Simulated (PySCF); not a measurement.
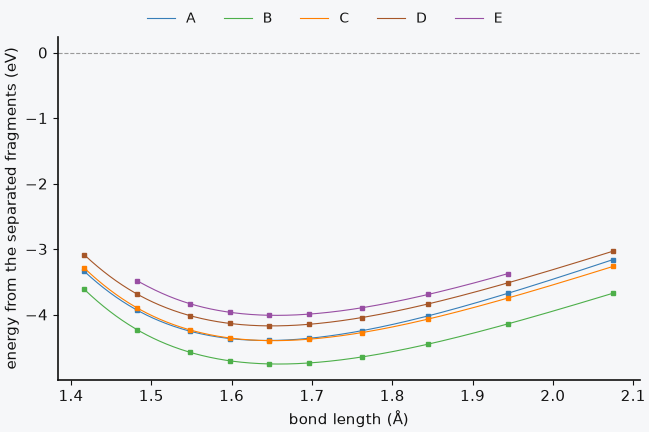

Bond curves of CCl, doublet (excess alpha electrons: πy +1), def2-TZVPPD (non-relativistic), PySCF: energy from the separated fragments (atoms in their ground configurations, no counterpoise). One reference determinant with the occupation held, the lowest that a PBE0 search over spins and occupations found; no spin-orbit coupling. Splines pass through the computed points, which are marked. References: UKS for PBE0, PBE, r2SCAN and B2PLYP; UHF for CCSD(T).

The curves are B2PLYP, CCSD(T), PBE, PBE0 and r2SCAN. Which is which?

Answer. A: PBE0 (−3.68 eV at 1.94 Å); B: PBE (−4.14 eV at 1.94 Å); C: r2SCAN (−3.75 eV at 1.94 Å); D: B2PLYP (−3.52 eV at 1.94 Å); E: CCSD(T) (−3.38 eV at 1.94 Å).

Caveats, for all or some of the runs: dipole, levels and charges come from the SCF part of the double hybrid; lowest determinant of a PBE0 search, another state may lie lower.
